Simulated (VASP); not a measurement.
Band structure of Er$_{2}$Si$_{3}$ (space group Pmm2). All values below come from r2SCAN meta-GGA, VASP's PBE PAW potentials (set 64) (plane waves; VASP 6.6.1).

The 4f electrons are frozen in the core of the lanthanide potential, so 4f levels, which can set the real gap, and their magnetism are missing.

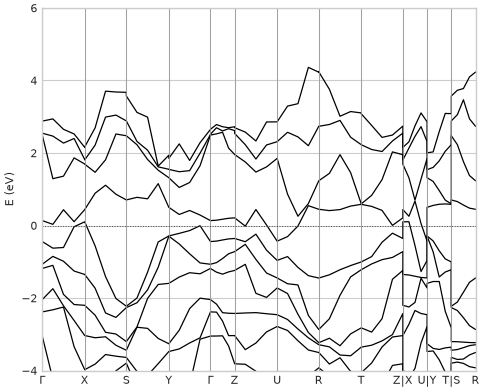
Fig. 1. Bands along high-symmetry lines, zero at the valence-band maximum or, without a gap, the Fermi level

### Question
Read the plot: is there a gap, and where are the band edges?

### Answer
It has no gap at this level: it comes out as a metal or semimetal.

The structure comes from a computed database's Er2Si3 entry (Pmm2); how it stands against other phases isn't given here. It was relaxed first.
